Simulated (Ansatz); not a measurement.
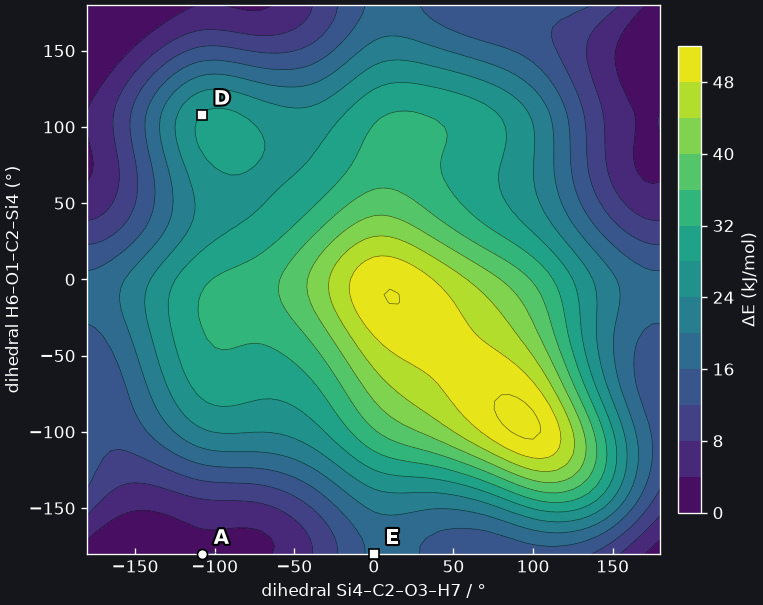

CH₅ClO₂Si, SMILES OC(O)([SiH3])Cl. Coordinates scanned: (1) dihedral Si4–C2–O3–H7; (2) dihedral H6–O1–C2–Si4. Nothing is relaxed (all other coordinates rigid). The grid has 10 × 10 points. Points are written as (first, second). All energies are given in kJ/mol relative to the relaxed molecule at the same level. Theory: RKS PBE0-D4/def2-SVP (Ansatz).

In the figure: filled contours, lettered points. Between grid points the surface is interpolated.

**Is A the lowest point of the computed grid?**

No. A lies 3.0 kJ/mol above the lowest grid point, which is at (−144°, −180°).

**Rank the lettered points by energy, lowest first.**

A (4.1 kJ/mol), E (16.8 kJ/mol), D (28.2 kJ/mol).

**What kind of point is each of A, D, E: minimum, saddle, maximum or slope?**

A: saddle point; D: maximum; E: saddle point. (In these two coordinates alone; a stationary point may lie a little off the grid point.)
